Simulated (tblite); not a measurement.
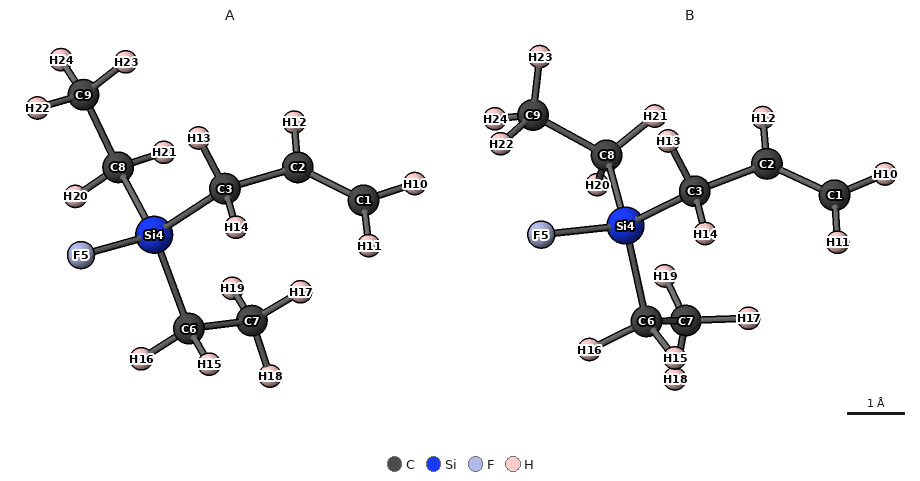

Two geometries of C7H15FSi, drawn at one scale. One is the start of a relaxation, the other its converged end. A ball-and-stick model, seen at a tilt.

Computed with tblite, GFN2-xTB geometry optimisation, gas phase. 

### Which one is relaxed?

Structure A is the relaxed one. H24 moves most after the best rigid fit: 1.18 Å. Largest moves by element: H 1.18 Å, C 0.55 Å, F 0.37 Å, Si 0.26 Å. Near-neighbour distances that change, for instance: Si4–F5 1.713 → 1.636 Å, C3–Si4 1.854 → 1.912 Å, Si4–C8 1.859 → 1.905 Å, C6–H16 1.136 → 1.091 Å. Among the angles between lasting bonds that change: C6–C7–H18 104.4° → 110.6°, Si4–C8–C9 108.4° → 113.5°, C7–C6–H15 113.7° → 108.8°. Groups turn about C8–C9 by about 45°, Si4–C8 by about 40°, Si4–C6 by about 20°. After 185 geometry steps the energy has fallen by 82.4 kJ/mol.
